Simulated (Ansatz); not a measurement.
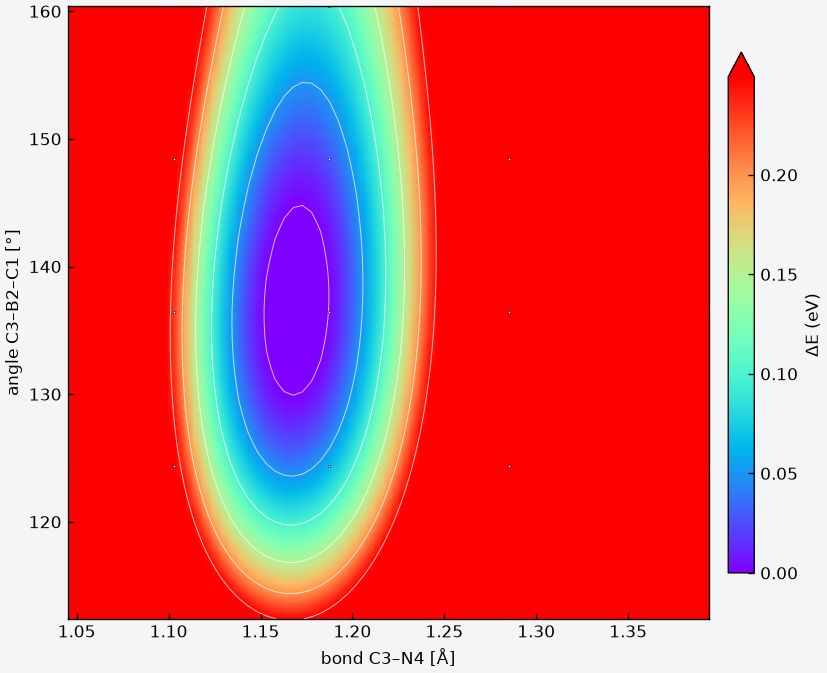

C₂H₃BN, SMILES C[B]C#N, spin multiplicity 2. Two internal coordinates are moved rigidly from the geometry relaxed at PBE0-D4/def2-TZVP, all others fixed. Coordinates scanned: (1) bond C3–N4; (2) angle C3–B2–C1. The grid has 5 × 5 points. All energies are given in eV relative to the lowest grid point. All numbers below come from UKS r2SCAN-D4/def2-TZVPP (Ansatz 0.2.0).

The picture shows a smooth colour map with a few white contour lines, dots at the grid points, one colour for all values above the top of the scale. Between grid points the surface is interpolated.

### Estimate the position of the minimum and the force constants in these coordinates.

The interpolated minimum is at bond C3–N4 ≈ 1.167 Å, angle C3–B2–C1 ≈ 136.8°. The curvatures there are about 108 eV/Å² and 2 eV/rad², with a cross term of about −1 eV/(Å·rad). Round the minimum the two coordinates are weakly coupled (coupling −0.10 in units of the two stiffnesses).
